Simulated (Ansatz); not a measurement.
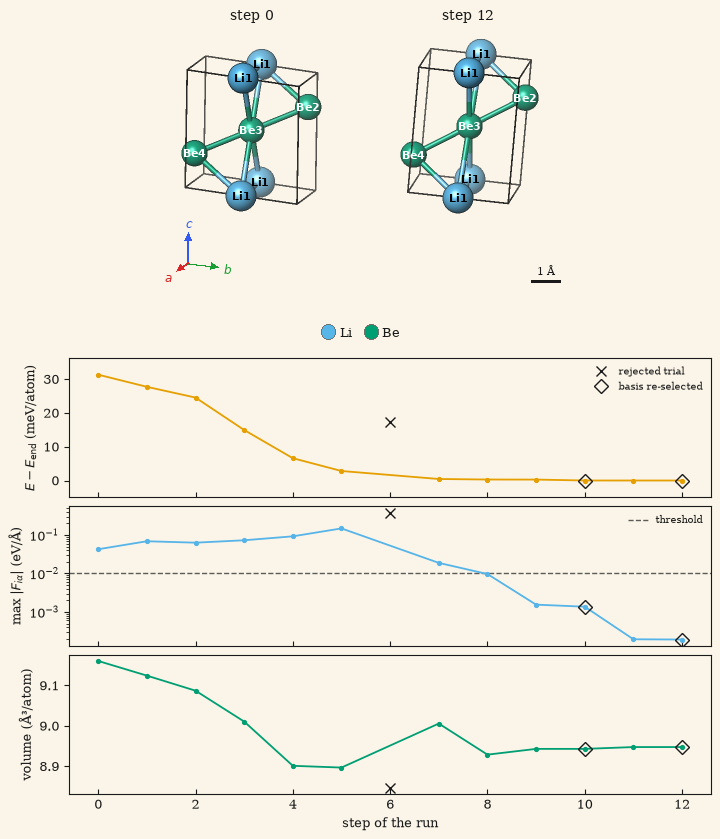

First and last geometry of a relaxation of solid LiBe$_{3}$ (built on the random type), with the history of the run. Style: ball-and-stick. Shown: the cell of the calculation, slightly off an axis.

Case: random cell without symmetry.

Computed with Ansatz 0.2.0, DFT PBE, scalar-relativistic, plane waves, PAW.

Input
```yaml
crystal:
  lattice:
    - [2.2142361662, 0.0, 0.0]
    - [-0.8890482454, 3.9296979315, 0.0]
    - [-0.24366467, -0.5804762396, 4.2111665681]
  atoms:
    - { symbol: Li, position: [0.0, 0.5, 0.0] }
    - { symbol: Be, position: [0.2327402919, 0.9597761373, 0.7303192549] }
    - { symbol: Be, position: [0.5, 0.5, 0.5] }
    - { symbol: Be, position: [0.7672597081, 0.0402238627, 0.2696807451] }
basis:
  ecutwfc: 420
kpoints:
  mp_grid: { grid: [22, 12, 12] }
hamiltonian:
  xc: pbe
scf:
  occupations: { method: gaussian, width: 0.1 }
output:
  forces: true
  stress: true
  eigenvalues: true
relax:
  adjacent_minimum: "off"
  f_tol: 0.01
  max_steps: 80
  cell: { stress_tol: 0.05 }
```

Command:
```bash
ansatz run input.yaml --threads 1 --pin off --max-ram 2560MiB --backend cpu --events-out ev --progress --plain --runs-dir out
```

**What do the curves and the structures tell?**

It converged. After 9 accepted moves (12 points after the start) the energy has fallen by 31.3 meV per atom. The largest force component goes from 0.043 to 0.00019 eV/Å. Pressure: 0.00 GPa at the start and 0.00 GPa at the end. The line search rejected the trial step at point 6 of the run. The SCF was repeated twice at an unchanged geometry on a basis and grid sized afresh for the cell, which shifted the energy by 0.3 meV per atom at most. The largest moves relative to the cell, 0.15 Å, are those of Be2 and Be4. Be2 goes along +b. Li stays in place. Cell: a 2.214 → 2.216 Å (+0.1 %), b 4.029 → 3.646 Å (−9.5 %), c 4.258 → 4.510 Å (+5.9 %), α 96.9° → 90.0°, β 93.3° → 100.9°, γ 102.7° → 90.0°. Volume −2.3 %. Near-neighbour distances that change, for instance: Be2–Be3 2.254 → 2.538 Å, Li1–Be3 2.455 → 2.694 Å, Be2–Be3 (another image) 2.462 → 2.237 Å, Be2–Be4 2.367 → 2.592 Å. The space group (tolerance 0.01 Å) goes from P-1 (No. 2) to P2/m (No. 10).

```tsv
step	E − E(0), meV/atom	largest force component, eV/Å	pressure, GPa	volume, Å³/atom	note
0	0.00	0.0426	0.00	9.161	
1	-3.59	0.0687	0.03	9.124	
2	-6.78	0.0631	0.01	9.087	
3	-16.37	0.0729	0.06	9.011	
4	-24.72	0.0923	0.74	8.901	
5	-28.51	0.1481	0.60	8.897	
6	-13.87	0.3828	1.35	8.846	rejected
7	-30.87	0.0188	-0.54	9.006	
8	-31.03	0.0097	0.15	8.929	
9	-31.04	0.0015	0.01	8.943	
10	-31.32	0.0014	0.04	8.943	same geometry, new basis
11	-31.32	0.0002	0.00	8.948	
12	-31.32	0.0002	0.00	8.948	same geometry, new basis
```
